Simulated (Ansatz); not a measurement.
**SiH3O− (SMILES [O-][SiH3]) at 6 levels**

We compute a comparison of 6 runs (UHF/STO-3G, B3LYP/STO-3G, SVWN5/STO-3G, revPBE/STO-3G, RPA@PBE/STO-3G, UCCSD(T)/STO-3G) of SiH3O−. 

The results are computed with Ansatz 0.2.0.

5 further runs of the same task are left out: 5 that didn't finish.

## Step 1: The structure to begin with

The species is SiH3O− (5 atoms), meant as a singlet with charge -1. As SMILES, `[O-][SiH3]`. The H4–Si2 distance was set to 1.895 Å, away from the relaxed value.

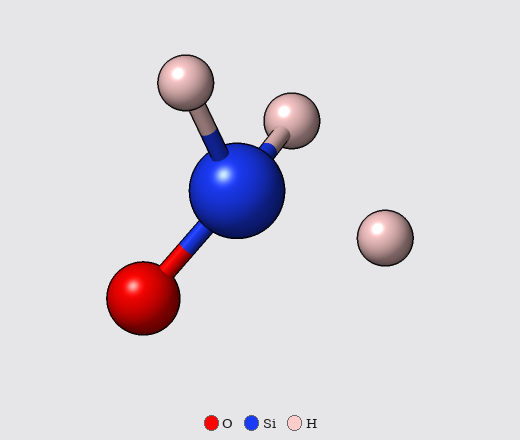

Viewed from a chosen angle; oxygen red, silicon blue, hydrogen pink.

## Step 2: A single-point energy at UHF/STO-3G (run 1)

The input, in.yaml:

```yaml
crystal:
  periodic: [false, false, false]
  atoms:
    - {symbol: O, position_ang: [-1.639324, 0.568975, 0.569681]}
    - {symbol: Si, position_ang: [-0.277854, 0.313185, -0.090619]}
    - {symbol: H, position_ang: [-0.299594, 0.050165, -1.583019]}
    - {symbol: H, position_ang: [0.697830, -1.174610, 0.561420]}
    - {symbol: H, position_ang: [0.738326, 1.432625, 0.020861]}
basis:
  gaussian:
    orbitals: STO-3G
total_charge: -1
magnetization:
  spin_polarized: true
hamiltonian:
  xc: hf
accuracy: high
```

Launch:

```
$ ansatz run in.yaml --threads 1 --pin off --max-ram 2610MiB --events-out events.jsonl --progress --plain --runs-dir runs
```

The program printed:

```text
Warning: RAYON_NUM_THREADS=1 ignored (pool sized by the plan → 1); use --threads N
Functional definition: HF
  name "HF"
  exchange = exact_x
  correlation = 0
290 factors; integrals over basis functions are off by at most 3.0e-8 eV
mean field evaluation 1: about -9818.2217 eV, gradient 1.5e1 eV
mean field evaluation 2: about -9818.2516 eV, gradient 1.5e1 eV
mean field evaluation 4: about -9820.1056 eV, gradient 1.3e0 eV
mean field evaluation 8: about -9820.1258 eV, gradient 1.6e-2 eV
mean field evaluation 16: about -9806.5232 eV, gradient 2.2e1 eV
mean field evaluation 32: about -9818.2225 eV, gradient 1.5e1 eV
mean field -9820.12583194 eV, -360.8829680034 hartree, gradient 1.8e-8 eV, S^2 0.000000; 0 other end points of the search recorded, 0 dependent functions left out
reference -9820.12583194 eV, -360.8829680034 hartree; 13, 13 occupied and 4, 4 virtual orbitals, 290 factors
Total energy: -9820.12583194 eV, -360.8829680034 hartree
```

Wall time 0.12 s (1 thread of Arm Neoverse V1, shared host).

## Step 3: The energy at B3LYP/STO-3G (run 2)

Edit in.yaml of step 2 so:

```diff
@@ -12,6 +12,4 @@
 total_charge: -1
-magnetization:
-  spin_polarized: true
 hamiltonian:
-  xc: hf
+  xc: {name: B3LYP}
 accuracy: high
```

Launch:

```
$ ansatz run in.yaml --threads 1 --pin off --max-ram 2610MiB --events-out events.jsonl --progress --plain --runs-dir runs
```

The program printed:

```text
Warning: RAYON_NUM_THREADS=1 ignored (pool sized by the plan → 1); use --threads N
Functional definition: B3LYP
  name "B3LYP"
  parameter a0 = 0.2
  parameter ax = 0.72
  parameter ac = 0.81
  exchange = (1 - a0 - ax)*slater_x + ax*b88_x + a0*exact_x
  correlation = (1 - ac)*vwn_rpa_c + ac*lyp_c
290 factors; integrals over basis functions are off by at most 3.0e-8 eV
mean field evaluation 1: about -9844.8279 eV, gradient 2.3e1 eV
mean field evaluation 2: about -9845.0657 eV, gradient 2.4e1 eV
mean field evaluation 4: about -9847.0704 eV, gradient 1.7e0 eV
mean field evaluation 8: about -9847.0564 eV, gradient 5.2e-2 eV
mean field evaluation 16: about -9847.0564 eV, gradient 3.9e-8 eV
mean field -9847.05637997 eV, -361.8726473895 hartree, gradient 4.0e-8 eV, S^2 0.000000; 0 other end points of the search recorded, 0 dependent functions left out
reference -9847.05640421 eV, -361.8726482800 hartree; 13, 13 occupied and 4, 4 virtual orbitals, 290 factors
Total energy: -9847.05640421 eV, -361.8726482800 hartree
```

Wall time 0.89 s (1 thread of Arm Neoverse V1, shared host); peak memory 0.092 GiB.

Runs 3 to 4 aren't shown in full; the table further down has their settings and results.

## Step 4: The energy at RPA@PBE/STO-3G (run 5)

The input, job.yaml:

```yaml
crystal:
  periodic: [false, false, false]
  atoms:
    - {symbol: O, position_ang: [-1.639324, 0.568975, 0.569681]}
    - {symbol: Si, position_ang: [-0.277854, 0.313185, -0.090619]}
    - {symbol: H, position_ang: [-0.299594, 0.050165, -1.583019]}
    - {symbol: H, position_ang: [0.697830, -1.174610, 0.561420]}
    - {symbol: H, position_ang: [0.738326, 1.432625, 0.020861]}
basis:
  gaussian:
    orbitals: STO-3G
total_charge: -1
hamiltonian:
  xc: pbe
correlation:
  method: rpa
  frozen_orbitals: {H: 0, O: 1, Si: 5}
accuracy: high
```

Launch:

```
$ ansatz run job.yaml --threads 1 --pin off --max-ram 2610MiB --events-out events.jsonl --progress --plain --runs-dir runs
```

The program printed:

```text
Warning: RAYON_NUM_THREADS=1 ignored (pool sized by the plan → 1); use --threads N
Functional definition: PBE
  name "PBE"
  parameter kappa = 0.804
  parameter beta = 0.06672455060314922
  exchange = pbe_x(kappa = kappa, mu = beta*pi^2/3)
  correlation = pbe_c(beta = beta)
290 factors; integrals over basis functions are off by at most 3.0e-8 eV
mean field evaluation 1: about -9837.8623 eV, gradient 2.4e1 eV
mean field evaluation 2: about -9837.8298 eV, gradient 2.4e1 eV
mean field evaluation 4: about -9839.5873 eV, gradient 1.6e1 eV
mean field evaluation 8: about -9840.4150 eV, gradient 6.0e-2 eV
mean field evaluation 16: about -9840.4151 eV, gradient 5.0e-7 eV
mean field -9840.41505819 eV, -361.6285833155 hartree, gradient 4.5e-9 eV, S^2 0.000000; 0 other end points of the search recorded, 0 dependent functions left out
6 core orbitals not correlated: weight in the atoms' cores, before any rotation towards them, 0.999 or more for the frozen orbitals, at most 0.000 for the correlated occupied ones
reference -9819.29104484 eV, -360.8522901435 hartree; 7, 7 occupied and 4, 4 virtual orbitals, 290 factors
Total energy: -9825.15651721 eV, -361.0678422773 hartree
```

Run time: 1.4 s. Hardware: 1 thread of Arm Neoverse V1, shared host; peak memory 0.094 GiB.

## Step 5: The energy at UCCSD(T)/STO-3G (run 6)

Edit in.yaml of step 3 so:

```diff
@@ -12,4 +12,10 @@
 total_charge: -1
-hamiltonian:
-  xc: {name: B3LYP}
+magnetization:
+  spin_polarized: true
+  initial_magnetization: 0
+correlation:
+  method: ccsd_t
+  frozen_orbitals: {H: 0, O: 1, Si: 5}
 accuracy: high
+scf:
+  omitted_lower_state_checks: [cluster_reference, increment]
```

Launch:

```
$ ansatz run in.yaml --threads 1 --pin off --max-ram 2610MiB --events-out events.jsonl --progress --plain --runs-dir runs
```

The program printed, shortened:

```text
Warning: RAYON_NUM_THREADS=1 ignored (pool sized by the plan → 1); use --threads N
[... 2 set-up lines as earlier in the session ...]
[...]
290 factors; integrals over basis functions are off by at most 3.0e-8 eV
[...]
mean field -9820.12583194 eV, -360.8829680034 hartree, gradient 1.8e-8 eV, S^2 0.000000; 2 other end points of the search recorded, 0 dependent functions left out
6 core orbitals not correlated: weight in the atoms' cores, before any rotation towards them, 1.000 or more for the frozen orbitals, at most 0.000 for the correlated occupied ones
reference -9820.12583194 eV, -360.8829680034 hartree; 7, 7 occupied and 4, 4 virtual orbitals, 290 factors
second order -2.57083506 eV of doubles, -0.00000000 eV of singles
cycle   1  -2.79261247 eV  change   -2.2e-1 eV  update   1.2e-1
[...]
cycle  21  -3.17744756 eV  change   2.9e-10 eV  update  8.6e-10
perturbative correction -0.22582548 eV, -0.0082989334 hartree
Total energy: -9823.52910499 eV, -361.0080359811 hartree
Checks for a lower state left out: cluster_reference, increment
```

It took 0.2 s on 1 thread of Arm Neoverse V1, shared host.

## Step 6: All runs side by side

```tsv
run	level	frozen core orbitals	energy (Eh)	wall time
1	UHF/STO-3G	–	-360.882968	0.12 s
2	B3LYP/STO-3G	–	-361.872648	0.89 s
3	SVWN5/STO-3G	–	-360.095105	0.62 s
4	revPBE/STO-3G	–	-361.799581	0.93 s
5	RPA@PBE/STO-3G	6	-361.067842	1.4 s
6	UCCSD(T)/STO-3G	6	-361.008036	0.2 s
```

## Step 7: Results

```
                                          quantity          value
                               run 6: total energy  -361.00804 Eh
run 6: correlation energy (6 core orbitals frozen)     -125.1 mEh
                             run 6: (T) correction      -8.30 mEh
                              run 6: T1 diagnostic          0.025
```

In words: Totals of different functionals can't be ranked against each other. In runs 1, 2, 3, 4, 5, 6 the basis is minimal, so the values are rough. All runs together took 4.1 s, the longest 1.4 s.
